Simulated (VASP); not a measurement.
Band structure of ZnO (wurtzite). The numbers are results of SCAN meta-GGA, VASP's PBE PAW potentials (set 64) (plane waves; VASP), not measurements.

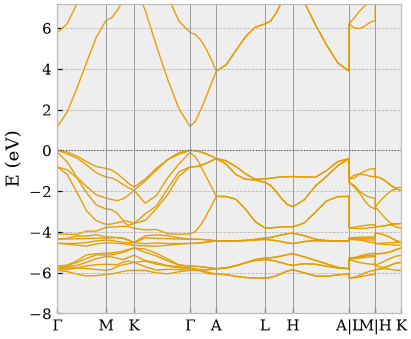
Figure. Bands along high-symmetry lines, zero at the valence-band maximum or, without a gap, the Fermi level

Question: Read the plot: is there a gap, and where are the band edges?

Answer: The gap is direct, 1.17 eV, from the valence maximum at Γ to the conduction minimum at Γ.

Measured: gap 3.60 eV (computed value off by -2.43 eV), as given by Wei Chen et al., Physical Review Materials (2018), doi:10.1103/physrevmaterials.2.073803 [zero-point renormalisation of 0.16 eV added back (the table's ZPR column)].

The compound is ZnO in the wurtzite structure. It was relaxed first.
